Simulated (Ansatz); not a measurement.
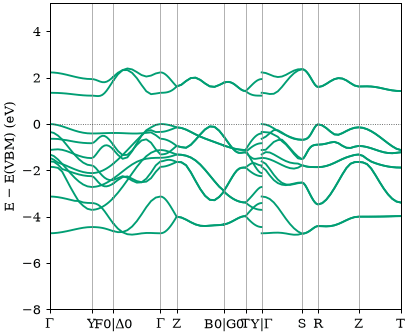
Band structure from r²SCAN+D4 in the plane-wave PAW code Ansatz

Problem. Read off the gap and where the band edges lie.

Solution. About 1.2 eV (1.21 eV by a search for the band edges); maximum at Γ, minimum on the Y–F0 line, 30 % of the way from Y.

The material is I (molecular I2 type, Cmce).

The r²SCAN+D4 relaxation kept the symmetry of its start. Spin–orbit coupling is left out wherever it is not named.

Potentials: the earlier of the program's two PAW sets.
